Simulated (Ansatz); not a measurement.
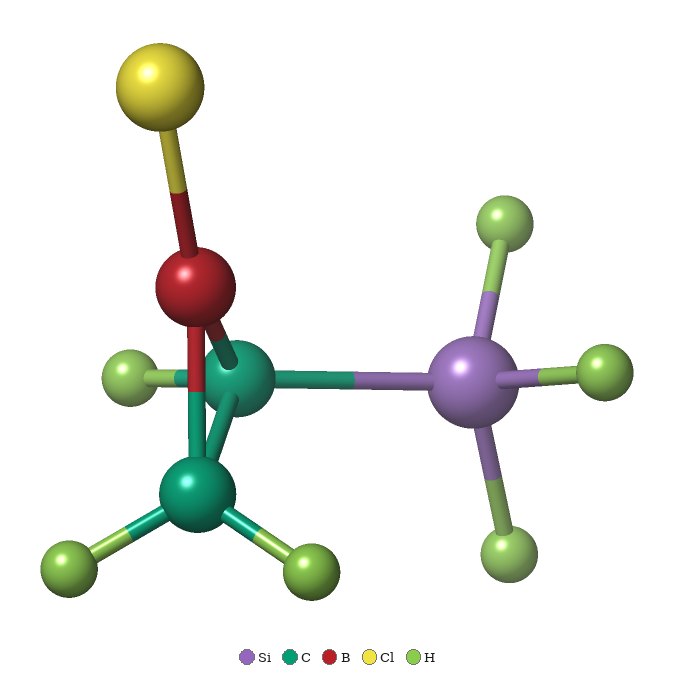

A ball-and-stick model of a molecule.

Which formula does it have?

Answer. C₂H₆BClSi, 11 atoms: 2 carbon, 6 hydrogen, 1 boron, 1 chlorine and 1 silicon.

Give a SMILES string for it.

Answer. [SiH3][C@H]1CB1Cl

More results for the same structure follow; atom numbers are the same in all pictures, views and colours differ. Computed geometry: PBE0-D4/def2-TZVP optimisation. No frequency run is at hand to confirm it as a minimum.

**Symmetry**

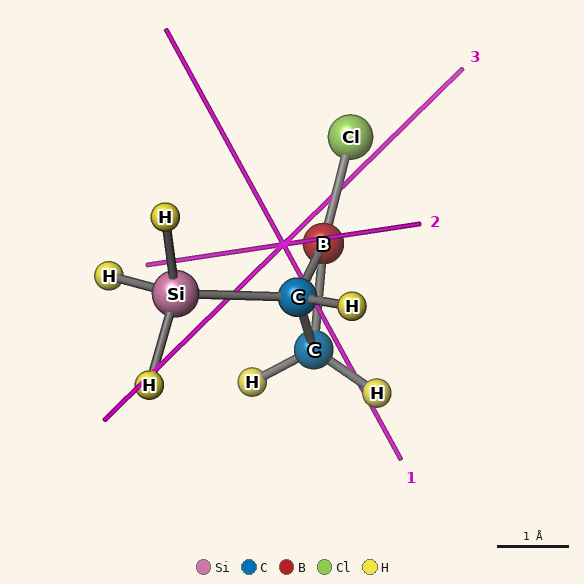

The three principal axes of inertia are drawn and numbered. Distant atoms are faded towards the background colour. No frequency run is at hand to confirm it as a minimum. Masses are those of the most abundant isotopes; constants are for the rigid equilibrium geometry.

Which line is the a axis (least moment of inertia), which b and which c?

Answer. a is line 3, b is line 1, c is line 2; the moments are 79.9, 330, 384 u Å².

Classify the rotor and give the rotational constants (cm⁻¹).

Answer. An asymmetric top (C1): A = 0.211, B = 0.0510, C = 0.0439 cm⁻¹. Ray's parameter κ is −0.91, close to the prolate limit.

**Levels of theory compared**

No frequency run is at hand to confirm it as a minimum. Program: Ansatz 0.2.0.

At this fixed geometry, give HOMO–LUMO gap (eV) at these levels: B3LYP-D4/def2-TZVPP; PBE-D4/def2-TZVPP; PBE0-D4/def2-TZVPP; r2SCAN-D4/def2-TZVPP; ωB97M-V/def2-TZVPP; ωB97X-V/def2-TZVPP.

```
               level  HOMO–LUMO gap (eV)
 B3LYP-D4/def2-TZVPP                5.72
   PBE-D4/def2-TZVPP                3.87
  PBE0-D4/def2-TZVPP                6.10
r2SCAN-D4/def2-TZVPP                4.46
  ωB97M-V/def2-TZVPP               10.36
  ωB97X-V/def2-TZVPP               10.68
```

**Dipole moment**

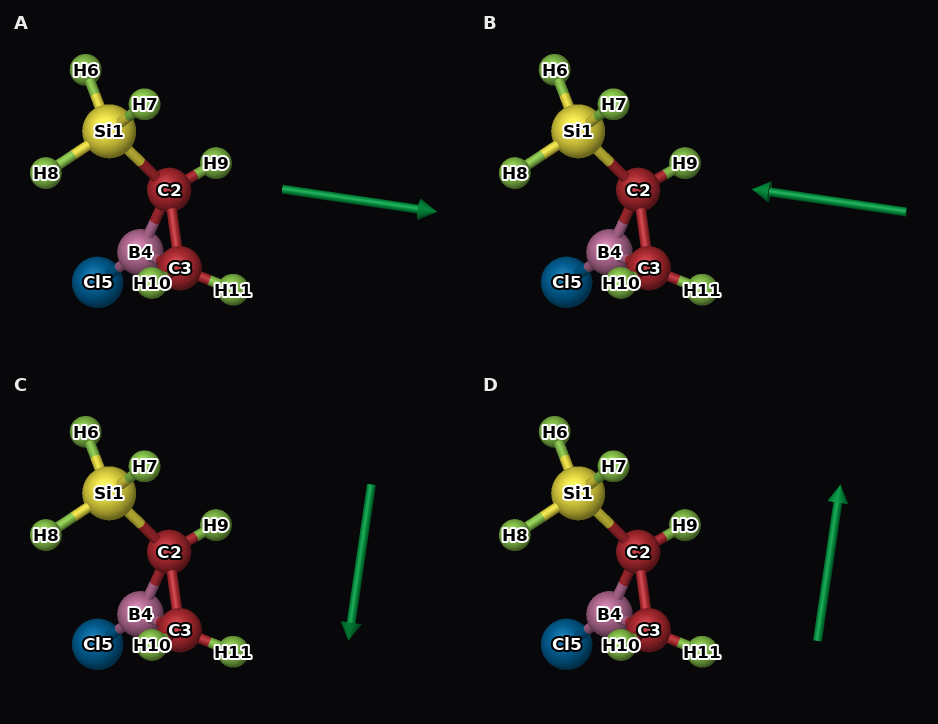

The same molecule four times, each with an arrow. No frequency run is at hand to confirm it as a minimum. Method: RKS PBE-D4/def2-TZVPP (Ansatz 0.2.0).

Which arrow points along the dipole moment, from the negative to the positive end?

Answer. A. The dipole moment is 0.90 D; it points from the side of H8 to the side of H11 (the outermost atoms at the two ends).

**Charges**

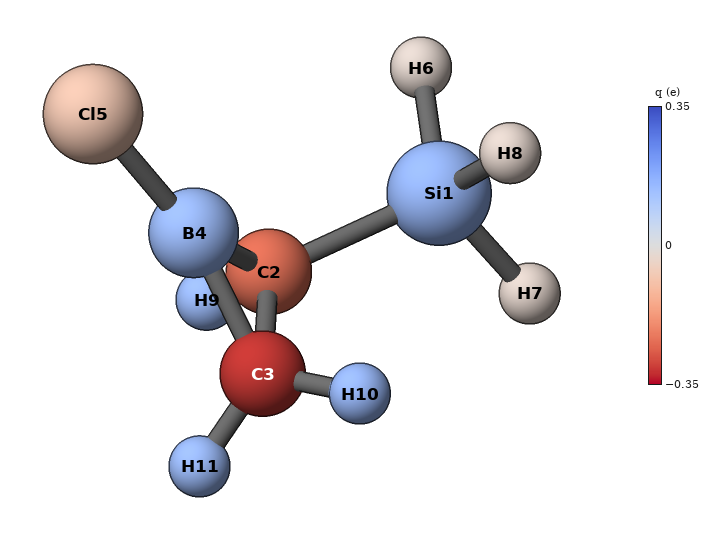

Atoms are coloured by their Mulliken charges. No frequency run is at hand to confirm it as a minimum. Properties computed with RKS PBE0-D4/def2-TZVP (Ansatz 0.2.0).

Which atom carries the highest charge (most positive or least negative)?

Answer. Si1, B4, H9, H10, H11 (0.14 e).

And the lowest?

Answer. C3 (−0.31 e).

Give the Mulliken charges atom by atom.

| atom | value (e) |
| --- | --- |
| Si1 | 0.14 |
| C2 | −0.23 |
| C3 | −0.31 |
| B4 | 0.14 |
| Cl5 | −0.07 |
| H6 | −0.02 |
| H7 | −0.02 |
| H8 | −0.03 |
| H9 | 0.14 |
| H10 | 0.14 |
| H11 | 0.14 |

Mulliken values depend strongly on the basis set and can even reverse the polarity of a bond.
